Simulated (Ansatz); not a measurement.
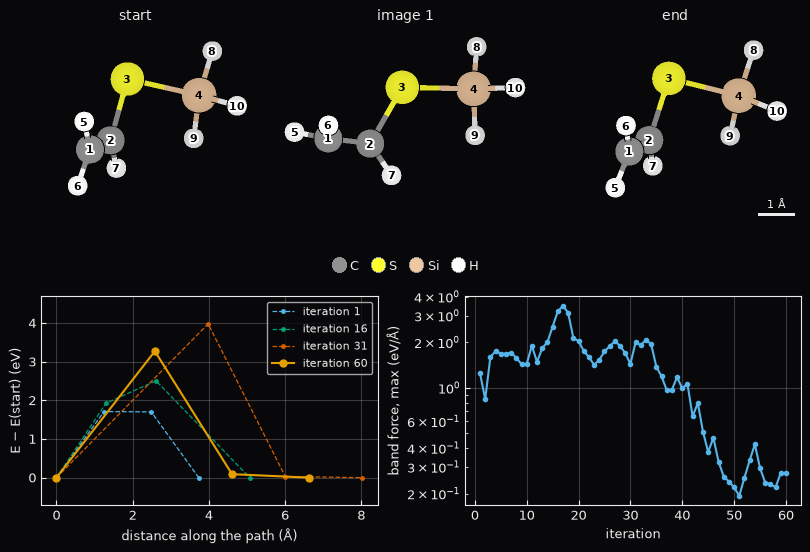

A search for the minimum-energy path of C₂H₆SSi by the nudged elastic band. Images are numbered from 0 (start) to 3 (end). The plot follows the band through its iterations. The picture is a ball-and-stick view, seen from a free direction.

Level of theory: RKS PBE-D4/6-31G in Ansatz 0.2.0. Run with 2 movable images; climbing image; force threshold 0.03 eV/Å; iteration limit 60; starting path by image-dependent pair potential.

**How did the profile develop, and is the result final?**

The result isn't final. The band hadn't converged when the run stopped after 60 iterations. The largest component of the band force went from 1.2 to 0.27 eV/Å. The barrier read from it is provisional, though the highest image hardly moved in the last two iterations. So few images resolve the path coarsely. The first iteration put the highest image at 1.71 eV. The two ends have the same energy, and the highest point, image 1, lies 3.27 eV above the start.

Limits of the set-up: the basis has no polarisation functions, which atoms past neon need.

The run took 11 min on 1 thread of Intel(R) Xeon(R) Processor @ 2.50GHz (Skylake/Cascade Lake), on a shared host, peak memory 0.12 GiB.
